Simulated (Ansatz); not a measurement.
Nb3Te4 (space group P6_3/m)

Space group P6₃/m (No. 176); a = b = 10.6634 Å, c = 3.5929 Å, α = β = 90.00°, γ = 120.00°

```
atom  site  symmetry       x       y       z
----  ----  --------  ------  ------  ------
Nb      6h       m..  0.4888  0.1030  0.2500
Te      2c      -6..  0.3333  0.6667  0.2500
Te      6h       m..  0.3383  0.2711  0.2500
```

This relaxed cell (volume V₀) is scaled evenly in all directions, its shape held. The atoms relax within the cell's symmetry.

Calculation: PBEsol (plane waves to 420 eV, PAW, scalar-relativistic; Ansatz, a first-principles code). k mesh 4×4×10 (Γ-centred), Fermi-Dirac smearing 0.05 eV. Energies are smeared free energies. With the shape held, the modulus is that of even scaling; a crystal free to change shape is softer. Nb3Te4 is run without spin polarisation. Nb3Te4 was relaxed with its symmetry unable to fall. Spin-orbit coupling is left out, though Te is heavy. The zero of ΔE is the relaxed starting cell.

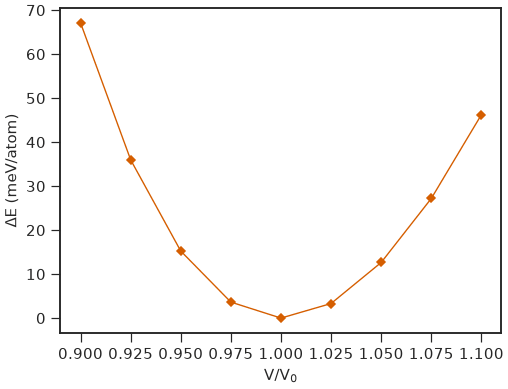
ΔE (meV/atom) against V/V₀; markers are the computed points, lines only join them.

**Question.** What is ΔE at V/V₀ = 0.900?

**Answer.** About 67 meV/atom.

**Question.** What is ΔE at V/V₀ = 1.100?

**Answer.** About 46 meV/atom.

**Question.** What bulk modulus at fixed cell shape B₀ follows from a third-order Birch-Murnaghan fit?

**Answer.** About 70 GPa.

(A scan under strain: stresses follow from slopes of the energy per volume, elastic moduli from its curvatures.)
